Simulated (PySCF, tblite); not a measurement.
# C₃H₇BF₃N: geometry, infrared bands and NMR shifts

Aim: predict the infrared bands and NMR shifts of C₃H₇BF₃N (`BN(C)CC(F)(F)F`).

Programs: tblite 0.8.0 and PySCF 2.14.0, with density-fitted response routines of our own. Each step states its level of theory. These are calculated values for one molecule in the gas phase, unless marked as measured. Atoms are numbered from 0 throughout.

## (1) The molecule as given

15 atoms, charge 0, multiplicity 1; geometry from: force field or distance geometry start.

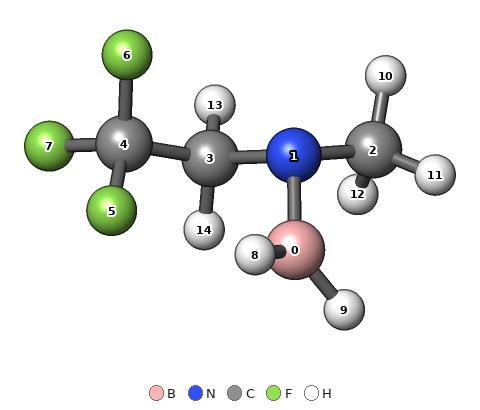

As it starts; boron pink, nitrogen blue, carbon grey, fluorine green, hydrogen white, atoms numbered.

## (2) Geometry optimisation with GFN2-xTB

What the job is given:

```
{"job": {"kind": "relax", "xc": "GFN2-xTB", "basis": "xTB"}, "charge": 0, "multiplicity": 1}
B     -0.483600     1.502500     0.348000
N     -0.478500    -0.022800     0.543900
C     -1.788400    -0.554700     0.188900
C      0.481800    -0.518700    -0.455100
C      1.903200    -0.274300    -0.011400
F      2.195600     1.069100     0.175400
F      2.140200    -1.009400     1.158600
F      2.737100    -0.780500    -0.986200
H      0.302300     2.115200     0.964500
H     -1.364500     2.019200    -0.260700
H     -1.912100    -1.604000     0.579100
H     -2.562800     0.099000     0.649600
H     -1.848400    -0.522400    -0.911400
H      0.323900    -1.589200    -0.616500
H      0.349900     0.079100    -1.388800
```

Launch:

```
$ OMP_NUM_THREADS=1 python probes_run.py task.json out
```

This one command runs all jobs of the session in turn.

**Question.** This job is followed by: GFN2-xTB harmonic vibrations, gas phase; GIAO PBE0/pcSseg-1 NMR shielding, non-relativistic, gas phase. What will the session give for the following? strongest single infrared mode (GFN2-xTB); zero-point energy (GFN2-xTB); ¹³C shifts against TMS (PBE0/pcSseg-1); ¹H shifts against TMS (PBE0/pcSseg-1, means over atoms taken as alike); ¹¹B shifts against BF3·OEt2 (PBE0/pcSseg-1); ¹⁵N shifts against NH3 (PBE0/pcSseg-1); ¹⁹F shifts against CFCl3 (PBE0/pcSseg-1, means over atoms taken as alike).

The runs gave:

| quantity | value |
| --- | --- |
| strongest single infrared mode (GFN2-xTB) | 1067 cm⁻¹, 195 km/mol |
| zero-point energy (GFN2-xTB) | 66.6 kcal/mol |
| ¹³C shifts against TMS (PBE0/pcSseg-1) | 134.5, 63.8, 46.9 ppm |
| ¹H shifts against TMS (PBE0/pcSseg-1, means over atoms taken as alike) | 4.73, 3.76, 3.32 ppm |
| ¹¹B shifts against BF3·OEt2 (PBE0/pcSseg-1) | 40.3 ppm |
| ¹⁵N shifts against NH3 (PBE0/pcSseg-1) | 137.7 ppm |
| ¹⁹F shifts against CFCl3 (PBE0/pcSseg-1, means over atoms taken as alike) | -86.0 ppm |

What this shows: Over 170 steps the energy fell by 1.770 eV; of the close pairs, B0–N1 changed most, 1.538 to 1.384 Å. All 39 modes are real, so the xTB geometry is a minimum. The strongest single mode, at 1067 cm⁻¹, moves mainly C4. GFN2-xTB is a fitted tight-binding method: band positions and strengths are rough. Its intensities can rank the bands wrongly. At PBE0/pcSseg-1: Shielding is most anisotropic at N1 (span 215 ppm, paramagnetic term -194 ppm).
